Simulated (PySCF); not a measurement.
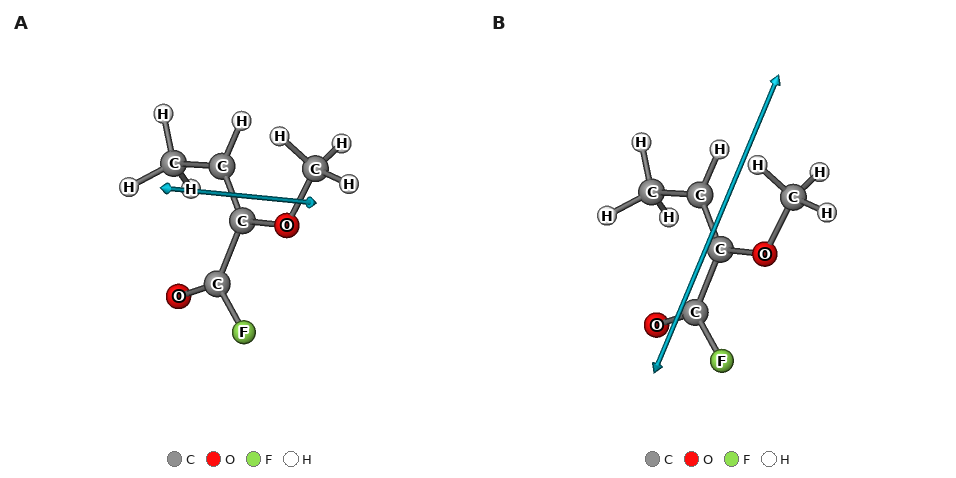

The double arrows show the directions of two transition dipoles from the ground state (lengths mean nothing). The geometry was computed by an optimisation with GFN2-xTB. No frequency run is at hand to confirm it as a minimum. Level of theory: TDDFT PBE0/def2-SVPD, vertical, gas phase, core orbitals frozen in the response (PySCF 2.14.0).

One belongs to singlet state 3 and one to singlet state 7. Which is which?

Answer. A: state 3, 6.54 eV (189 nm), oscillator strength 0.017, mainly HOMO → LUMO+1 (weight 0.98).
B: state 7, 7.43 eV (167 nm), oscillator strength 0.13, mainly HOMO−3 → LUMO (weight 0.94).
